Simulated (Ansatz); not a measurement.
## What N → Bi does to hypothetical rock salt SbN

Start from SbN in the rock salt structure (space group Fm-3m, No. 225; a = 4.923 Å; a hypothetical phase, not in the database extracts checked).

One thing is altered: every N is replaced by Bi, then cell and atoms are relaxed.

Calculations: Ansatz (a first-principles code) PBEsol, no spin-orbit coupling. Settings: 13×13×13 k-points, 0.05 eV Fermi–Dirac smearing, for the changed cell.

```yaml
volume_per_atom: 31.17 Å³ (base 14.92 Å³)
space_group: Fm-3m (No. 225) (base Fm-3m (No. 225))
shortest_interatomic_distance: 314.7 pm (base 246.2 pm)
band_gap: zero (base zero)
```

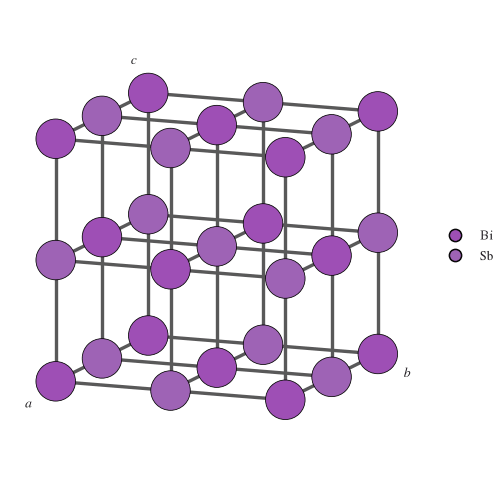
The relaxed conventional cell after the change

Cost of the whole job for the changed cell (relaxation, final SCF and bands): around 26 core-seconds (rough).

Spin-orbit coupling, missing from the scalar runs, can matter with Bi and Sb. Stability against distortions was not tested. As relaxed here, BiSb is a hypothetical phase, not in the database extracts checked. The final runs are not spin-polarised. A zero or small gap of SbN can be the functional's error rather than a property of the material.
